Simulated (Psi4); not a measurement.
## Polarizability calculation, with input and output: CH3ClSi

CH3ClSi, SMILES C[Si]Cl, computed with SOGGA11/6-311G**, RKS (Psi4 1.11).

A bond length was changed on purpose from its optimised value.

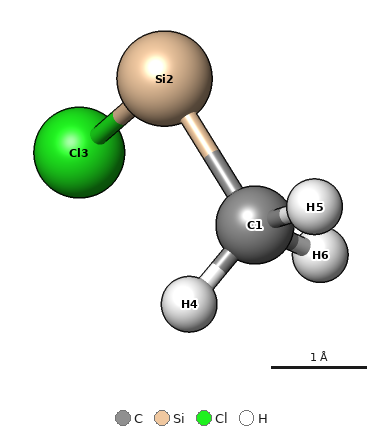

Figure 1. The structure as given in the input (ball-and-stick view, seen at a tilt; atoms are numbered from 1 in the order of the input). Bond lengths as drawn: Cl–Si 2.09 Å, C–H 1.10 to 1.20 Å and C–Si 1.89 Å.

**Input (calc.dat)**
```
memory 1600 mb

molecule geom {
  C
  Si 1 1.887153
  Cl 2 2.093091 1 98.25252
  H 1 1.096009 2 110.16974 3 -58.83986
  H 1 1.2021 4 109.02208 2 122.758
  H 1 1.095982 4 106.72068 5 117.62379
}

set globals {
  basis    6-311G**
  scf_type pk
}

properties('sogga11', properties=['dipole_polarizabilities'])
```

Run on 1 thread of Intel Xeon @ 2.90GHz (Ice Lake), 12 GiB of memory available, shared host.

Command:
```bash
psi4 -n 1 calc.dat calc.out
```

**Output**
```
Psi4 1.11 release

   => Loading Basis Set <=

    Name: 6-311G**
    Role: ORBITAL
    Keyword: BASIS

         ---------------------------------------------------------
                                   SCF
                              RKS Reference
                        1 Threads,   1525 MiB Core
         ---------------------------------------------------------

  ==> Geometry <==

    Molecular point group: c1
    Full point group: C1

    Geometry (in Angstrom), charge = 0, multiplicity = 1:

       Center              X                  Y                   Z               Mass
    ------------   -----------------  -----------------  -----------------  -----------------
         C           -0.000003069817     0.928370040670    -1.642782595485    12.000000000000
         SI          -0.000003069817     0.928370040670     0.244370404515    27.976926534650
         CL          -0.000003069817    -1.143047158436     0.544804626148    34.968852682000
         H            0.880363262395     0.396037983034    -2.020689236867     1.007825032230
         H           -0.001636898317     2.046211432016    -2.084905162652     1.007825032230
         H           -0.878498080551     0.393229648971    -2.020999228662     1.007825032230

  Running in c1 symmetry.

  Rotational constants: A =      0.55371  B =      0.14736  C =      0.11895 [cm^-1]
  Rotational constants: A =  16599.81306  B =   4417.74845  C =   3565.92630 [MHz]
  Nuclear repulsion =  127.713740352057457

  Charge       = 0
  Multiplicity = 1
  Electrons    = 40
  Nalpha       = 20
  Nbeta        = 20

  ==> Algorithm <==

  SCF Algorithm Type is PK.
  DIIS enabled.
  MOM disabled.
  Fractional occupation disabled.
  Guess Type is SAD.
  Energy threshold   = 1.00e-06
  Density threshold  = 1.00e-06
  Integral threshold = 1.00e-12

  ==> Primary Basis <==

  Basis Set: 6-311G**
    Blend: 6-311G**
    Number of shells: 44
    Number of basis functions: 88
    Number of Cartesian functions: 91
    Spherical Harmonics?: true
    Max angular momentum: 2

  ==> DFT Potential <==

   => LibXC <=

    Version 7.1.2

   => Composite Functional: SOGGA11 <=

   SOGGA11 Exchange-Correlation Functional

    Deriv               =              1
    GGA                 =           TRUE
    Meta                =          FALSE

    Exchange Hybrid     =          FALSE
    MP2 Hybrid          =          FALSE

   => Exchange Functionals <=

    1.0000   XC_GGA_X_SOGGA11

   => Correlation Functionals <=

    1.0000   XC_GGA_C_SOGGA11

   => LibXC Density Thresholds  <==

    XC_GGA_C_SOGGA11:  1.00E-14
    XC_GGA_X_SOGGA11:  1.00E-15

   => Molecular Quadrature <=

    Radial Scheme          =       TREUTLER
    Pruning Scheme         =           NONE
    Nuclear Scheme         =       TREUTLER

    Blocking Scheme        =         OCTREE
    BS radius alpha        =              1
    Pruning alpha          =              1
    Radial Points          =             75
    Spherical Points       =            302
    Total Points           =         129793
    Total Blocks           =           1034
    Max Points             =            256
    Max Functions          =             88
    Weights Tolerance      =       1.00E-15

  ==> Integral Setup <==

  Using in-core PK algorithm.
   Calculation information:
      Number of atoms:                   6
      Number of AO shells:              44
      Number of primitives:             82
      Number of atomic orbitals:        91
      Number of basis functions:        88

      Integral cutoff                 1.00e-12
      Number of threads:                 1

  Performing in-core PK
  Using 15338972 doubles for integral storage.
  We computed 404347 shell quartets total.
  Whereas there are 490545 unique shell quartets.

  ==> DiskJK: Disk-Based J/K Matrices <==

    J tasked:                  Yes
    K tasked:                   No
    wK tasked:                  No
    Memory [MiB]:              893
    Schwarz Cutoff:          1E-12

  Cached 100.0% of DFT collocation blocks in 0.245 [GiB].

  Minimum eigenvalue in the overlap matrix is 1.1147789429E-02.
  Reciprocal condition number of the overlap matrix is 1.8679226303E-03.
    Using symmetric orthogonalization.

  ==> Pre-Iterations <==

  SCF Guess: Superposition of Atomic Densities via on-the-fly atomic UHF (no occupation information).

   -------------------------
    Irrep   Nso     Nmo
   -------------------------
     A         88      88
   -------------------------
    Total      88      88
   -------------------------

  ==> Iterations <==

                        Total Energy        Delta E     RMS |[F,P]|

   @RKS iter SAD:  -789.17601875478590   -7.89176e+02   0.00000e+00
   @RKS iter   1:  -789.22040575293897   -4.43870e-02   1.07934e-02 DIIS/ADIIS
   @RKS iter   2:  -788.45652715150095    7.63879e-01   1.42929e-02 DIIS/ADIIS
   @RKS iter   3:  -789.60526422204907   -1.14874e+00   1.75177e-03 DIIS/ADIIS
   @RKS iter   4:  -789.61572951859898   -1.04653e-02   9.56855e-04 DIIS/ADIIS
   @RKS iter   5:  -789.61914715765579   -3.41764e-03   4.05852e-04 DIIS/ADIIS
   @RKS iter   6:  -789.61973807147638   -5.90914e-04   1.72321e-04 DIIS/ADIIS
   @RKS iter   7:  -789.61985390688551   -1.15835e-04   6.76272e-05 DIIS
   @RKS iter   8:  -789.61987750956416   -2.36027e-05   1.00436e-05 DIIS
   @RKS iter   9:  -789.61987793634967   -4.26786e-07   4.01097e-06 DIIS
   @RKS iter  10:  -789.61987801038549   -7.40358e-08   9.97906e-07 DIIS
  Energy and wave function converged.

  ==> Post-Iterations <==

   Electrons on quadrature grid:
      Ntotal   =   39.9999890887 ; deviation = -1.091e-05

    Orbital Energies [Eh]
    ---------------------

    Doubly Occupied:

       1A   -100.730970     2A    -65.463896     3A     -9.896522
       4A     -9.180139     5A     -7.021553     6A     -7.017745
       7A     -7.014764     8A     -5.082895     9A     -3.513096
      10A     -3.508647    11A     -3.501639    12A     -0.757189
      13A     -0.635976    14A     -0.442105    15A     -0.378651
      16A     -0.371002    17A     -0.329457    18A     -0.307429
      19A     -0.292732    20A     -0.212024

    Virtual:

      21A     -0.128308    22A     -0.027967    23A      0.020963
      24A      0.068104    25A      0.079329    26A      0.095507
      27A      0.160653    28A      0.164318    29A      0.164453
      30A      0.186181    31A      0.235171    32A      0.235896
      33A      0.240376    34A      0.260472    35A      0.318562
      36A      0.390732    37A      0.487334    38A      0.490193
      39A      0.536259    40A      0.548107    41A      0.592101
      42A      0.600685    43A      0.604918    44A      0.685585
      45A      0.755411    46A      0.787847    47A      0.800913
      48A      0.822463    49A      0.851110    50A      0.865944
      51A      0.989719    52A      0.996824    53A      1.093052
      54A      1.147121    55A      1.164946    56A      1.256693
      57A      1.345820    58A      1.432701    59A      1.441518
      60A      1.555899    61A      1.623513    62A      1.628754
      63A      1.877327    64A      1.990494    65A      2.017374
      66A      2.030776    67A      2.082826    68A      2.119959
      69A      2.208631    70A      2.342584    71A      2.353414
      72A      2.390451    73A      2.428927    74A      2.642549
      75A      2.980453    76A      3.523528    77A      3.594410
      78A      5.194383    79A      9.343294    80A     11.007209
      81A     11.068095    82A     11.139548    83A     23.396114
      84A     25.184590    85A     25.243076    86A     25.553982
      87A    139.910220    88A    214.574927

    Final Occupation by Irrep:
              A
    DOCC [    20 ]
    NA   [    20 ]
    NB   [    20 ]

  @RKS Final Energy:  -789.61987801038549

   => Energetics <=

    Nuclear Repulsion Energy =            127.7137403520574566
    One-Electron Energy =               -1344.2108688661173801
    Two-Electron Energy =                 482.5230992712852185
    DFT Exchange-Correlation Energy =     -55.6458487676107083
    Empirical Dispersion Energy =           0.0000000000000000
    VV10 Nonlocal Energy =                  0.0000000000000000
    Total Energy =                       -789.6198780103854915

Computation Completed

Properties will be evaluated at   0.000000,   0.000000,   0.000000 [a0]

Properties computed using the SOGGA11 density matrix

 Multipole Moments:

 ------------------------------------------------------------------------------------
     Multipole            Electronic (a.u.)      Nuclear  (a.u.)        Total (a.u.)
 ------------------------------------------------------------------------------------

 L = 1.  Multiply by 2.5417464519 to convert [e a0] to [Debye]
 Dipole X            :         -0.0001508            0.0002168            0.0000659
 Dipole Y            :         -3.1501536            3.7247979            0.5746444
 Dipole Z            :          5.5718017           -6.2368991           -0.6650974
 Magnitude           :                                                    0.8789601

 ------------------------------------------------------------------------------------

         ---------------------------------------------------------
                       CPSCF Linear Response Solver
         ---------------------------------------------------------

   ==> Requested Responses <==

    Dipole polarizabilities

   ==> Coupled-Perturbed RKS Solver <==

    Maxiter             =         100
    Convergence         =   1.000E-06
    Number of equations =           3
   -----------------------------------------------------
     Iter   Residual RMS      Max RMS  Remain  Time [s]
   -----------------------------------------------------
    Guess      3.156e+00    3.357e+00       3         2
        1      1.044e+00    1.283e+00       3         3
        2      3.516e-01    4.340e-01       3         4
        3      1.206e-01    1.521e-01       3         5
        4      3.933e-02    5.791e-02       3         6
        5      1.347e-02    1.966e-02       3         7
        6      4.461e-03    6.408e-03       3         8
        7      1.474e-03    2.144e-03       3         9
        8      3.628e-04    5.438e-04       3        10
        9      8.658e-05    1.405e-04       3        11
       10      2.340e-05    3.669e-05       3        12
       11      6.592e-06    1.172e-05       2        13
       12      1.590e-06    1.962e-06       2        14
       13      6.866e-07    5.815e-07       0        15
   -----------------------------------------------------

    Solver has converged.

   ==> Response Properties <==

    => Dipole polarizabilities <=

              X          Y          Z
    ----- ---------- ---------- ----------
      X     36.83875   -0.00257   -0.00015
      Y     -0.00256   61.34062   -6.24562
      Z     -0.00015   -6.24562   52.62267

	total time  =         21 seconds =       0.35 minutes

    Psi4 run time: 0:00:21.43
```

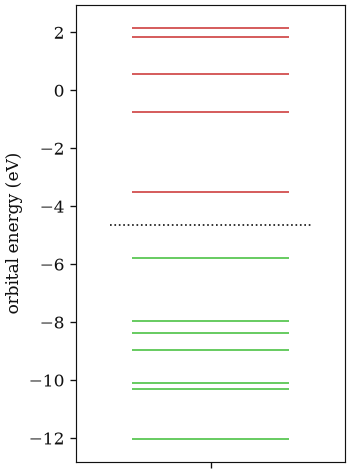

Figure 2. Orbital energies near the frontier; the dotted line parts filled from empty levels, and levels within 0.02 eV of each other stand side by side. Highest filled −5.77 eV, lowest empty −3.49 eV, 2.28 eV apart.

**Summary**

| quantity | value |
| --- | --- |
| outcome | converged |
| total energy | −789.619878 hartree |
| basis functions | 88 |
| HOMO | −5.77 eV |
| LUMO | −3.49 eV |
| dipole moment | 2.23 D |
| wall time | 23 s |
| peak memory | 0.57 GiB |
